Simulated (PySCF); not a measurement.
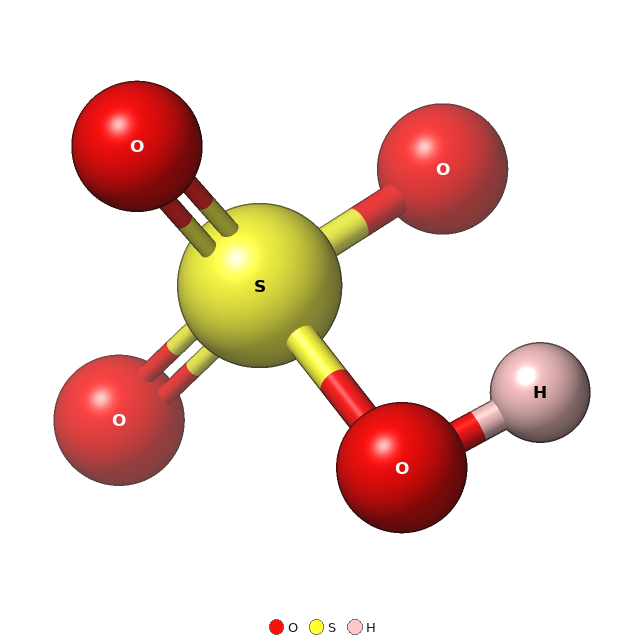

Orthographic view. Atoms fade into the background with distance from the viewer. The species has charge −1 and is a spin singlet. Computed geometry: GFN2-xTB optimisation. No frequency run is at hand to confirm it as a minimum.

Write the InChI string.

Answer. InChI=1S/H2O4S/c1-5(2,3)4/h(H2,1,2,3,4)/p-1
